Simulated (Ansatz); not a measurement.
Three curves of one kind of scan: energy against volume (even scaling of the relaxed cell, symmetry kept). All values below come from PBE (plane waves to 420 eV, PAW, scalar-relativistic; Ansatz, a first-principles code). Each is measured from its own zero (the relaxed starting cell). 

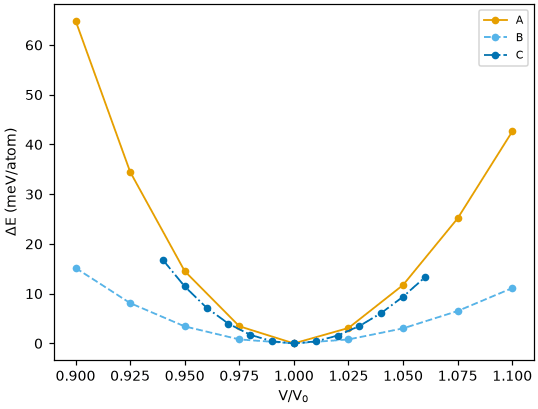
*Curves A, B and C.*

**Question.** Match the curves to these crystals:
- BaTiO3 (tetragonal-perovskite type, space group P4mm), a = b = 3.985 Å, c = 4.201 Å, α = β = γ = 90.00°
- CdSe (wurtzite), a = b = 4.3827 Å, c = 7.1545 Å, α = β = 90.00°, γ = 120.00°
- Se (trigonal-Se type, space group P3_121), a = b = 4.535 Å, c = 5.041 Å, α = β = 90.00°, γ = 120.00°

**Answer.** A is BaTiO3; B is Se; C is CdSe.

All were relaxed with their symmetry unable to fall. BaTiO3 is run without spin polarisation.

(Under strain, the slope of the energy per volume gives the stress and its curvature an elastic modulus.)
